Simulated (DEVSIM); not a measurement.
System: Schottky contact on n-type Si, at 300 K.

| layer (left to right) | material | thickness (μm) | Nd (cm⁻³) | τn (s) | τp (s) |
|---|---|---|---|---|---|
| 1 | Si | 1.40 | 1.6e16 | 0.00073 | 0.00073 |

Left contact: Schottky, work function 4.65 eV, emission velocity 1.6e6 cm/s. Right contact: ohmic. Voltage is applied to the left contact. Recombination: SRH at mid-gap, Auger. Mobility is constant in doping.

The device is made up for the run: typed textbook-type constants, with dimensions and the other settings drawn at random. Values at 300 K.

| parameter | Si |
|---|---|
| gap (eV) | 1.124 |
| affinity (eV) | 4.05 |
| permittivity | 11.7 |
| Nc (cm⁻³) | 2.86e19 |
| Nv (cm⁻³) | 3.1e19 |
| μn (cm²/Vs) | 1417 |
| μp (cm²/Vs) | 470 |
| Cn (cm⁶/s) | 2.8e-31 |
| Cp (cm⁶/s) | 9.9e-32 |

DEVSIM, 1D drift-diffusion, Boltzmann statistics, complete ionisation; no tunnelling, impact ionisation, image-force lowering or self-heating. Metal contacts follow the ideal Schottky-Mott rule: no Fermi-level pinning, no interface dipoles.

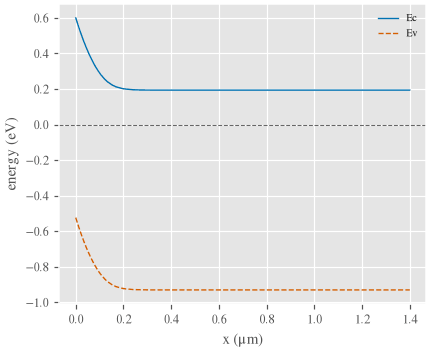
Band edges at zero bias

Energies count from the Fermi level of the right contact; mesh points crowd at the junctions.

```csv
x (μm),Ec (eV),Ev (eV),n (cm⁻³),p (cm⁻³),field (V/cm)
0.000,0.600,-0.524,2.4e9,4.9e10,-43000
0.007903,0.566,-0.558,8.7e9,1.3e10,-41000
0.02005,0.518,-0.606,5.7e10,2.0e9,-38000
0.03432,0.466,-0.658,4.3e11,2.7e8,-35000
0.06290,0.376,-0.748,1.4e13,8400000,-28000
0.09543,0.298,-0.826,2.8e14,420000,-20000
0.1336,0.240,-0.884,2.7e15,43000,-11000
0.2102,0.199,-0.925,1.3e16,9000,-1700
0.2972,0.194,-0.930,1.6e16,7400,-120
0.3995,0.194,-0.930,1.6e16,7300,≈ 0
0.5567,0.194,-0.930,1.6e16,7300,≈ 0
0.8057,0.194,-0.930,1.6e16,7300,≈ 0
0.9549,0.194,-0.930,1.6e16,7300,≈ 0
1.082,0.194,-0.930,1.6e16,7300,≈ 0
1.194,0.194,-0.930,1.6e16,7300,≈ 0
1.249,0.194,-0.930,1.6e16,7300,≈ 0
1.297,0.194,-0.930,1.6e16,7300,≈ 0
1.328,0.194,-0.930,1.6e16,7300,≈ 0
1.359,0.194,-0.930,1.6e16,7300,≈ 0
1.377,0.194,-0.930,1.6e16,7300,≈ 0
1.389,0.194,-0.930,1.6e16,7300,≈ 0
1.400,0.194,-0.930,1.6e16,7300,≈ 0
```
